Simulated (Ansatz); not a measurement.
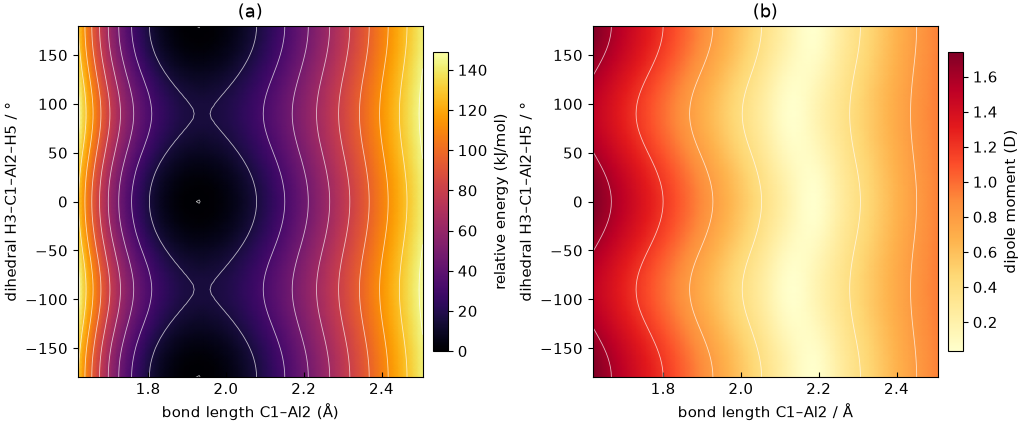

CH4Al, SMILES [CH2][AlH2], spin multiplicity 2. First axis: bond length C1–Al2. Second axis: dihedral H3–C1–Al2–H5. Nothing is relaxed (all other coordinates rigid). The scan uses a 15 × 15 grid; 121 points were computed and 104 follow by symmetry. Points are written as (first, second). Energies are in kJ/mol, from the lowest grid point. Level of theory: UHF/def2-TZVP (Ansatz 0.2.0).

Panel (a) is the energy; panel (b) is the computed dipole moment, in D.

The picture shows a smooth colour map with a few white contour lines. Between grid points the surface is interpolated.

**How does the dipole moment vary over the map, and what is it at the lowest grid point?**

Leaving out the highest fifth of the energies, it runs from 0.04 D at (2.190 Å, −180°) to 1.55 D at (1.683 Å, −180°). At the lowest grid point, (1.936 Å, −180°), it is 0.77 D.
